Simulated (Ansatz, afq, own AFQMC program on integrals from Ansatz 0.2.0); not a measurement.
**BH4+ (triplet): quantum Monte Carlo beside coupled cluster at scale of all distances = 1.000, cc-pVDZ**

Aim: compute BH4+ (triplet) with auxiliary-field quantum Monte Carlo on the same integrals as coupled cluster, and set the energies side by side.

Method: cc-pVDZ, frozen cores; program: Ansatz 0.2.0, Gaussian basis, and an in-house AFQMC program (afq) on its integrals; all values are calculated.

The runs, in order: Full CI; PBE (unrestricted); r2SCAN (unrestricted); PBE0 (unrestricted); B3LYP (unrestricted); wB97M-V (unrestricted); B2PLYP (unrestricted); CCSD(T) on UHF; Full CI; Full CI (quintet); CCSDT(Q) on UHF; CCSDTQ on UHF; Phaseless AFQMC, CISD trial on UHF; Phaseless AFQMC, single-determinant trial on UHF; Free-projection AFQMC, CISD trial on UHF; Phaseless AFQMC, CISD trial on UHF.

23 further runs of the same task are left out: 8 that didn't finish, 15 set aside as unsound or not needed.

## 1. The system

The geometry derives from a PBE0/def2-TZVP stationary point (not a proven minimum). All distances are scaled together.

5 atoms, charge 1, spin multiplicity 3.

Atoms are counted from 1 here; the program's logs count them from 0.

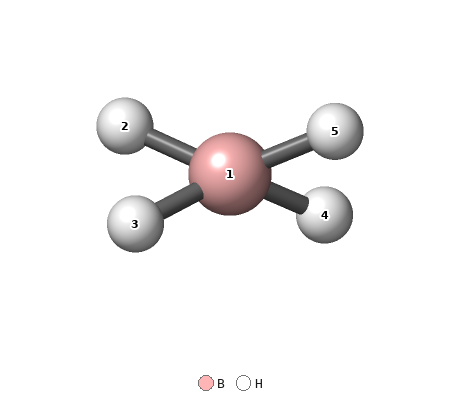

The geometry (boron pink, hydrogen white); atoms are numbered from 1 in the order of the file.

## 2. Full CI

File in.yaml:

```yaml
crystal:
  periodic: [false, false, false]
  atoms:
    - {symbol: B, position_ang: [0.000000, 0.000000, 0.000000]}
    - {symbol: H, position_ang: [0.472475, 0.486295, 1.057304]}
    - {symbol: H, position_ang: [-0.485791, -0.470884, 1.058245]}
    - {symbol: H, position_ang: [-0.471913, 0.471402, -1.064277]}
    - {symbol: H, position_ang: [0.485229, -0.486813, -1.051272]}
basis:
  gaussian: {orbitals: cc-pVDZ}
total_charge: 1
magnetization: {spin_polarized: false, initial_magnetization: 2}
correlation: {method: fci, electrons: outside_noble_gas}
```

Launch:

```console
$ ansatz run in.yaml --threads 1 --pin off --events-out ev --progress --plain --max-ram 24576MiB --backend cuda --devices 0, --max-vram 18GiB
```

What it wrote:

```text
Functional definition: HF
  name "HF"
  cite "Fock, Z. Phys. 61, 126 (1930) doi:10.1007/BF01340294"
  parent pbe
  exchange = exact_x
  correlation = 0
632 factors; integrals over basis functions are off by at most 7.6e-8 eV
mean field evaluation 1: about -720.2520 eV, gradient 1.1e1 eV
mean field evaluation 2: about -720.2526 eV, gradient 1.1e1 eV
mean field evaluation 4: about -720.8156 eV, gradient 4.0e-1 eV
mean field evaluation 8: about -720.8167 eV, gradient 6.5e-7 eV
mean field -720.81665101 eV, -26.4895233374 hartree, gradient 6.7e-7 eV, S^2 2.000000; 0 other end points of the search recorded, 0 dependent functions left out
mean field evaluation 16: about -720.9697 eV, gradient 6.6e-4 eV
1 core orbitals not correlated: weight in the atoms' cores, before any rotation towards them, 1.000 or more for the frozen orbitals, at most 0.000 for the correlated occupied ones
reference -720.81665101 eV, -26.4895233374 hartree; 4, 2 occupied and 29, 31 virtual orbitals, 632 factors
state -724.02014396 eV, -26.6072495320 hartree
Total energy: -724.02014396 eV, -26.6072495320 hartree
```

It took 23 s on 1 × NVIDIA H100 80GB HBM3 with 1 thread of AMD EPYC 7R13 (Zen 3), shared host; peak host memory 1.5 GiB.

From the report: 7,441,080 determinants, symmetry A2.

## 3. PBE (unrestricted)

Changes to in.yaml since step 2:

```diff
@@ -11,3 +11,4 @@
 total_charge: 1
-magnetization: {spin_polarized: false, initial_magnetization: 2}
-correlation: {method: fci, electrons: outside_noble_gas}
+magnetization: {spin_polarized: true, initial_magnetization: 2}
+hamiltonian: {xc: {name: PBE}}
+output: {orbitals: {seedname: orbitals}}
```

Launch:

```console
$ ansatz run in.yaml --threads 1 --pin off --events-out ev --progress --plain --max-ram 8192MiB --backend cpu
```

What it wrote:

```text
Functional definition: PBE
  name "PBE"
  cite "Perdew, Burke & Ernzerhof, Phys. Rev. Lett. 77, 3865 (1996) doi:10.1103/PhysRevLett.77.3865"
  parent pbe
  parameter kappa = 0.804
  parameter beta = 0.06672455060314922
  exchange = pbe_x(kappa = kappa, mu = beta*pi^2/3)
  correlation = pbe_c(beta = beta)
386 factors; their error is unknown
mean field evaluation 1: about -723.4341 eV, gradient 1.7e1 eV
mean field evaluation 2: about -724.1381 eV, gradient 1.4e1 eV
mean field evaluation 4: about -725.5525 eV, gradient 7.2e-2 eV
mean field evaluation 8: about -725.5341 eV, gradient 1.3e-3 eV
mean field -725.53414869 eV, -26.6628881798 hartree, gradient 1.7e-5 eV, S^2 2.003224; 0 other end points of the search recorded, 0 dependent functions left out
reference -725.53417718 eV, -26.6628892267 hartree; 5, 3 occupied and 29, 31 virtual orbitals, 386 factors
Total energy: -725.53417718 eV, -26.6628892267 hartree
```

It took 0.36 s on 1 thread of AMD EPYC 7R13 (Zen 3), shared host; peak memory 1.5 GiB.

From the report: ⟨S²⟩ of the determinant 2.003 (pure triplet: 2.00).

## 4. r2SCAN (unrestricted)

Changes to in.yaml since step 3:

```diff
@@ -12,3 +12,2 @@
 magnetization: {spin_polarized: true, initial_magnetization: 2}
-hamiltonian: {xc: {name: PBE}}
-output: {orbitals: {seedname: orbitals}}
+hamiltonian: {xc: {name: r2SCAN}}
```

Same command.

What it wrote:

```text
Functional definition: r2SCAN
  name "r2SCAN"
  cite "Furness, Kaplan, Ning, Perdew & Sun, J. Phys. Chem. Lett. 11, 8208 (2020) doi:10.1021/acs.jpclett.0c02405"
  cite "Furness, Kaplan, Ning, Perdew & Sun, J. Phys. Chem. Lett. 11, 9248 (2020) doi:10.1021/acs.jpclett.0c03077"
  parent r2scan
  parameter k0 = 0.174
  parameter k1 = 0.065
  parameter a1 = 4.9479
  exchange = r2scan_x(k0 = k0, k1 = k1, a1 = a1)
  correlation = r2scan_c
386 factors; their error is unknown
mean field evaluation 1: about -724.8791 eV, gradient 1.5e1 eV
mean field evaluation 2: about -725.7409 eV, gradient 9.9e0 eV
mean field evaluation 4: about -726.4344 eV, gradient 6.5e-2 eV
mean field evaluation 8: about -726.4141 eV, gradient 1.1e-3 eV
mean field -726.41410361 eV, -26.6952259266 hartree, gradient 4.4e-5 eV, S^2 2.006365; 0 other end points of the search recorded, 0 dependent functions left out
reference -726.41411291 eV, -26.6952262681 hartree; 5, 3 occupied and 29, 31 virtual orbitals, 386 factors
Total energy: -726.41411291 eV, -26.6952262681 hartree
```

Wall time 0.69 s (1 thread of AMD EPYC 7R13 (Zen 3), shared host); peak memory 1.5 GiB.

From the report: ⟨S²⟩ of the determinant 2.006 (pure triplet: 2.00).

## 5. PBE0 (unrestricted)

Changes to in.yaml since step 4:

```diff
@@ -12,2 +12,3 @@
 magnetization: {spin_polarized: true, initial_magnetization: 2}
-hamiltonian: {xc: {name: r2SCAN}}
+hamiltonian: {xc: {name: PBE0}}
+output: {orbitals: {seedname: orbitals}}
```

Launched as before.

What it wrote:

```text
Functional definition: PBE0
  name "PBE0"
  cite "Adamo & Barone, J. Chem. Phys. 110, 6158 (1999) doi:10.1063/1.478522"
  cite "Perdew, Burke & Ernzerhof, Phys. Rev. Lett. 77, 3865 (1996) doi:10.1103/PhysRevLett.77.3865"
  parent pbe
  parameter a = 0.25
  parameter kappa = 0.804
  parameter beta = 0.06672455060314922
  exchange = (1 - a)*pbe_x(kappa = kappa, mu = beta*pi^2/3) + a*exact_x
  correlation = pbe_c(beta = beta)
386 factors; their error is unknown
mean field evaluation 1: about -724.6093 eV, gradient 1.3e1 eV
mean field evaluation 2: about -725.4355 eV, gradient 7.3e0 eV
mean field evaluation 4: about -725.8056 eV, gradient 4.1e-2 eV
mean field evaluation 8: about -725.7945 eV, gradient 9.1e-4 eV
mean field -725.79450927 eV, -26.6724562545 hartree, gradient 2.9e-5 eV, S^2 2.004277; 0 other end points of the search recorded, 0 dependent functions left out
reference -725.79453058 eV, -26.6724570378 hartree; 5, 3 occupied and 29, 31 virtual orbitals, 386 factors
Total energy: -725.79453058 eV, -26.6724570378 hartree
```

It took 0.36 s on 1 thread of AMD EPYC 7R13 (Zen 3), shared host; peak memory 1.5 GiB.

From the report: ⟨S²⟩ of the determinant 2.004 (pure triplet: 2.00).

## 6. B3LYP (unrestricted)

Changes to in.yaml since step 5:

```diff
@@ -12,3 +12,2 @@
 magnetization: {spin_polarized: true, initial_magnetization: 2}
-hamiltonian: {xc: {name: PBE0}}
-output: {orbitals: {seedname: orbitals}}
+hamiltonian: {xc: {name: B3LYP}}
```

The command is unchanged.

What it wrote:

```text
Functional definition: B3LYP
  name "B3LYP"
  cite "Stephens, Devlin, Chabalowski & Frisch, J. Phys. Chem. 98, 11623 (1994) doi:10.1021/j100096a001"
  cite "Becke, Phys. Rev. A 38, 3098 (1988) doi:10.1103/PhysRevA.38.3098"
  cite "Lee, Yang & Parr, Phys. Rev. B 37, 785 (1988) doi:10.1103/PhysRevB.37.785"
  cite "Vosko, Wilk & Nusair, Can. J. Phys. 58, 1200 (1980) doi:10.1139/p80-159"
  parameter a0 = 0.2
  parameter ax = 0.72
  parameter ac = 0.81
  exchange = (1 - a0 - ax)*slater_x + ax*b88_x + a0*exact_x
  correlation = (1 - ac)*vwn_rpa_c + ac*lyp_c
386 factors; their error is unknown
mean field evaluation 1: about -725.6605 eV, gradient 1.4e1 eV
mean field evaluation 2: about -726.5568 eV, gradient 8.6e0 eV
mean field evaluation 4: about -727.0812 eV, gradient 4.2e-2 eV
mean field evaluation 8: about -727.0691 eV, gradient 8.3e-4 eV
mean field -727.06912993 eV, -26.7192976997 hartree, gradient 2.6e-5 eV, S^2 2.003210; 0 other end points of the search recorded, 0 dependent functions left out
reference -727.06930089 eV, -26.7193039824 hartree; 5, 3 occupied and 29, 31 virtual orbitals, 386 factors
Total energy: -727.06930089 eV, -26.7193039824 hartree
```

Wall time 0.36 s (1 thread of AMD EPYC 7R13 (Zen 3), shared host); peak memory 1.5 GiB.

From the report: ⟨S²⟩ of the determinant 2.003 (pure triplet: 2.00).

## 7. wB97M-V (unrestricted)

Changes to in.yaml since step 6:

```diff
@@ -12,2 +12,3 @@
 magnetization: {spin_polarized: true, initial_magnetization: 2}
-hamiltonian: {xc: {name: B3LYP}}
+hamiltonian: {xc: {name: wB97M-V}}
+output: {orbitals: {seedname: orbitals}}
```

The command is unchanged.

What it wrote (excerpt; [...] marks lines left out):

```text
Functional definition: wB97M-V
  name "wB97M-V"
  cite "Mardirossian & Head-Gordon, J. Chem. Phys. 144, 214110 (2016) doi:10.1063/1.4952647"
  cite "Becke, J. Chem. Phys. 107, 8554 (1997) doi:10.1063/1.475007"
  cite "Vydrov & Van Voorhis, J. Chem. Phys. 133, 244103 (2010) doi:10.1063/1.3521275"
  # Of w^i u^j: cxij and so on, Table III.
[...]
  gx(w, u) = 1 - cx + cx01*u + cx10*w
  gss(w, u) = css00 + css04*u^4 + css10*w + css20*w^2 + css43*w^4*u^3
  gos(w, u) = cos00 + cos10*w + (cos20 + cos21*u)*w^2 + (cos60 + cos61*u)*w^6
[...]
      + integral(e_c_pw_mod_opposite_spin*gos(b97_w_opposite, b97_u_opposite)) + vv10(b, c)
386 factors; their error is unknown
126 factors; integrals over basis functions are off by at most 4.4e-6 eV
[...]
mean field -725.78764522 eV, -26.6722040055 hartree, gradient 5.5e-5 eV, S^2 2.001423; 0 other end points of the search recorded, 0 dependent functions left out
reference -725.78767481 eV, -26.6722050928 hartree; 5, 3 occupied and 29, 31 virtual orbitals, 386 factors
Total energy: -725.78767481 eV, -26.6722050928 hartree
```

Run time: 1.2 s. Hardware: 1 thread of AMD EPYC 7R13 (Zen 3), shared host; peak memory 1.5 GiB.

From the report: ⟨S²⟩ of the determinant 2.001 (pure triplet: 2.00).

## 8. B2PLYP (unrestricted)

Changes to in.yaml since step 7:

```diff
@@ -12,3 +12,3 @@
 magnetization: {spin_polarized: true, initial_magnetization: 2}
-hamiltonian: {xc: {name: wB97M-V}}
-output: {orbitals: {seedname: orbitals}}
+hamiltonian: {xc: {name: B2PLYP}}
+correlation: {electrons: outside_noble_gas}
```

Launched as before.

What it wrote (excerpt; [...] marks lines left out):

```text
Functional definition: B2PLYP
  name "B2PLYP"
  cite "Grimme, J. Chem. Phys. 124, 034108 (2006) doi:10.1063/1.2148954"
  cite "Becke, Phys. Rev. A 38, 3098 (1988) doi:10.1103/PhysRevA.38.3098"
  cite "Lee, Yang & Parr, Phys. Rev. B 37, 785 (1988) doi:10.1103/PhysRevB.37.785"
[...]
305 factors; integrals over basis functions are off by at most 1.7e-3 eV
[...]
mean field -724.82803840 eV, -26.6369391052 hartree, gradient 3.3e-6 eV, S^2 2.005621; 0 other end points of the search recorded, 0 dependent functions left out
1 core orbitals not correlated: weight in the atoms' cores, before any rotation towards them, 1.000 or more for the frozen orbitals, at most 0.000 for the correlated occupied ones
reference -724.82814660 eV, -26.6369430814 hartree; 4, 2 occupied and 29, 31 virtual orbitals, 305 factors
second order -2.87118882 eV of doubles, -0.00000000 eV of singles
Total energy: -725.60336758 eV, -26.6654319270 hartree
```

It took 0.45 s on 1 thread of AMD EPYC 7R13 (Zen 3), shared host; peak memory 1.5 GiB.

From the report: ⟨S²⟩ of the determinant 2.006 (pure triplet: 2.00).

## 9. CCSD(T) on UHF

Changes to in.yaml since step 8:

```diff
@@ -12,3 +12,2 @@
 magnetization: {spin_polarized: true, initial_magnetization: 2}
-hamiltonian: {xc: {name: B2PLYP}}
-correlation: {electrons: outside_noble_gas}
+correlation: {method: ccsd_t, electrons: outside_noble_gas, hamiltonian_folder: ham}
```

Launch:

```console
$ ansatz run in.yaml --threads 1 --pin off --events-out ev --progress --plain --max-ram 24576MiB --backend cuda --devices 0, --max-vram 18GiB
```

What it wrote (excerpt; [...] marks lines left out):

```text
Functional definition: HF
  name "HF"
  cite "Fock, Z. Phys. 61, 126 (1930) doi:10.1007/BF01340294"
  parent pbe
[...]
305 factors; integrals over basis functions are off by at most 1.7e-3 eV
[...]
mean field -720.96965827 eV, -26.4951462507 hartree, gradient 2.0e-6 eV, S^2 2.010946; 0 other end points of the search recorded, 0 dependent functions left out
1 core orbitals not correlated: weight in the atoms' cores, before any rotation towards them, 1.000 or more for the frozen orbitals, at most 0.000 for the correlated occupied ones
reference -720.96965827 eV, -26.4951462507 hartree; 4, 2 occupied and 29, 31 virtual orbitals, 305 factors
second order -2.32971716 eV of doubles, -0.00000000 eV of singles
cycle   1  -2.79696851 eV  change   -4.7e-1 eV  update   4.8e-2
[...]
cycle   9  -2.98022052 eV  change   -5.6e-6 eV  update   1.6e-6
perturbative correction -0.05512080 eV, -0.0020256519 hartree
Total energy: -724.00499959 eV, -26.6066929867 hartree
```

Wall time 13 s (1 × NVIDIA H100 80GB HBM3 with 1 thread of AMD EPYC 7R13 (Zen 3), shared host); peak host memory 1.5 GiB.

From the report: ⟨S²⟩ of the determinant 2.011 (pure triplet: 2.00); correlation -3.0353 eV; T1 0.012; largest double amplitude 0.03.

This run also writes the integrals to the folder ham.

## 10. Full CI

File in.yaml:

```yaml
hamiltonian:
  integrals:
    folder: ../ham
correlation: {method: fci}
```

Launched as before.

What it wrote:

```text
Functional definition: HF
  name "HF"
  cite "Fock, Z. Phys. 61, 126 (1930) doi:10.1007/BF01340294"
  parent pbe
  exchange = exact_x
  correlation = 0
reference -720.96965827 eV, -26.4951462507 hartree; 4, 2 occupied and 29, 31 virtual orbitals, 305 factors
state -724.02090204 eV, -26.6072773910 hartree
Total energy: -724.02090204 eV, -26.6072773910 hartree
```

Run time: 32 s. Hardware: 1 × NVIDIA H100 80GB HBM3 with 1 thread of AMD EPYC 7R13 (Zen 3), shared host; peak host memory 1.5 GiB.

From the report: 5,405,800 determinants.

## 11. Full CI (quintet)

File in.yaml:

```yaml
crystal:
  periodic: [false, false, false]
  atoms:
    - {symbol: B, position_ang: [0.000000, 0.000000, 0.000000]}
    - {symbol: H, position_ang: [0.472475, 0.486295, 1.057304]}
    - {symbol: H, position_ang: [-0.485791, -0.470884, 1.058245]}
    - {symbol: H, position_ang: [-0.471913, 0.471402, -1.064277]}
    - {symbol: H, position_ang: [0.485229, -0.486813, -1.051272]}
basis:
  gaussian: {orbitals: cc-pVDZ}
total_charge: 1
magnetization: {spin_polarized: false, initial_magnetization: 4}
correlation: {method: fci, electrons: outside_noble_gas}
```

Same command.

What it wrote (excerpt; [...] marks lines left out):

```text
Functional definition: HF
  name "HF"
  cite "Fock, Z. Phys. 61, 126 (1930) doi:10.1007/BF01340294"
  parent pbe
[...]
628 factors; integrals over basis functions are off by at most 1.2e-7 eV
[...]
a density is far from that of the atoms, so the factors are made again for it
660 factors; integrals over basis functions are off by at most 1.0e-7 eV
[...]
mean field -708.79240243 eV, -26.0476403524 hartree, gradient 1.8e-6 eV, S^2 6.000000; 15 other end points of the search recorded, 0 dependent functions left out
[...]
determinant -708.69077408 eV, -26.0439055796 hartree, with singles and doubles -711.26696583 eV, -26.1385788801 hartree
determinant -708.66437996 eV, -26.0429356137 hartree, with singles and doubles -711.44458838 eV, -26.1451063887 hartree
determinant -708.69077408 eV, -26.0439055796 hartree, with singles and doubles -711.33002780 eV, -26.1408963647 hartree
determinant -708.66437996 eV, -26.0429356137 hartree, with singles and doubles -711.55674194 eV, -26.1492279560 hartree
[...]
1 core orbitals not correlated: weight in the atoms' cores, before any rotation towards them, 1.000 or more for the frozen orbitals, at most 0.000 for the correlated occupied ones
reference -708.69077408 eV, -26.0439055796 hartree; 5, 1 occupied and 28, 32 virtual orbitals, 660 factors
state -711.80121506 eV, -26.1582121772 hartree
1 core orbitals not correlated: weight in the atoms' cores, before any rotation towards them, 1.000 or more for the frozen orbitals, at most 0.000 for the correlated occupied ones
state -711.80365786 eV, -26.1583019486 hartree
Total energy: -711.80365786 eV, -26.1583019486 hartree
```

Wall time 71 s (1 × NVIDIA H100 80GB HBM3 with 1 thread of AMD EPYC 7R13 (Zen 3), shared host); peak host memory 1.5 GiB.

From the report: 1,962,166 determinants, symmetry A2.

## 12. CCSDT(Q) on UHF

Changes to in.yaml since step 11:

```diff
@@ -11,3 +11,3 @@
 total_charge: 1
-magnetization: {spin_polarized: false, initial_magnetization: 4}
-correlation: {method: fci, electrons: outside_noble_gas}
+magnetization: {spin_polarized: true, initial_magnetization: 2}
+correlation: {method: ccsdt_q, electrons: outside_noble_gas}
```

Same command.

What it wrote (excerpt; [...] marks lines left out):

```text
Functional definition: HF
  name "HF"
  cite "Fock, Z. Phys. 61, 126 (1930) doi:10.1007/BF01340294"
  parent pbe
[...]
632 factors; integrals over basis functions are off by at most 7.6e-8 eV
[...]
mean field -720.96966540 eV, -26.4951465128 hartree, gradient 1.9e-6 eV, S^2 2.010946; 0 other end points of the search recorded, 0 dependent functions left out
1 core orbitals not correlated: weight in the atoms' cores, before any rotation towards them, 1.000 or more for the frozen orbitals, at most 0.000 for the correlated occupied ones
reference -720.96966540 eV, -26.4951465128 hartree; 4, 2 occupied and 29, 31 virtual orbitals, 632 factors
second order -2.32972368 eV of doubles, -0.00000000 eV of singles
cycle   1  -2.79695874 eV  change   -4.7e-1 eV  update   5.1e-2
[...]
cycle  12  -3.05000644 eV  change    9.0e-8 eV  update   2.0e-7
perturbative correction -0.00102761 eV, -0.0000377641 hartree
Total energy: -724.02069945 eV, -26.6072699461 hartree
```

Run time: 13 s. Hardware: 1 × NVIDIA H100 80GB HBM3 with 1 thread of AMD EPYC 7R13 (Zen 3), shared host; peak host memory 1.5 GiB.

From the report: ⟨S²⟩ of the determinant 2.011 (pure triplet: 2.00); correlation -3.0510 eV; T1 0.011; largest double amplitude 0.04.

## 13. CCSDTQ on UHF

Changes to in.yaml since step 12:

```diff
@@ -12,2 +12,2 @@
 magnetization: {spin_polarized: true, initial_magnetization: 2}
-correlation: {method: ccsdt_q, electrons: outside_noble_gas}
+correlation: {method: ccsdtq, electrons: outside_noble_gas}
```

The command is unchanged.

What it wrote (excerpt; [...] marks lines left out):

```text
Functional definition: HF
  name "HF"
  cite "Fock, Z. Phys. 61, 126 (1930) doi:10.1007/BF01340294"
  parent pbe
[...]
632 factors; integrals over basis functions are off by at most 7.6e-8 eV
[...]
mean field -720.96966540 eV, -26.4951465128 hartree, gradient 1.9e-6 eV, S^2 2.010946; 0 other end points of the search recorded, 0 dependent functions left out
1 core orbitals not correlated: weight in the atoms' cores, before any rotation towards them, 1.000 or more for the frozen orbitals, at most 0.000 for the correlated occupied ones
reference -720.96966540 eV, -26.4951465128 hartree; 4, 2 occupied and 29, 31 virtual orbitals, 632 factors
second order -2.32972368 eV of doubles, -0.00000000 eV of singles
cycle   1  -2.79695874 eV  change   -4.7e-1 eV  update   5.1e-2
[...]
cycle  12  -3.05120504 eV  change   -2.7e-7 eV  update   3.5e-7
Total energy: -724.02087044 eV, -26.6072762298 hartree
```

Run time: 19 s. Hardware: 1 × NVIDIA H100 80GB HBM3 with 1 thread of AMD EPYC 7R13 (Zen 3), shared host; peak host memory 1.5 GiB.

From the report: ⟨S²⟩ of the determinant 2.011 (pure triplet: 2.00); correlation -3.0512 eV; T1 0.011; largest double amplitude 0.04.

(Part 1 of 2 ends here.)
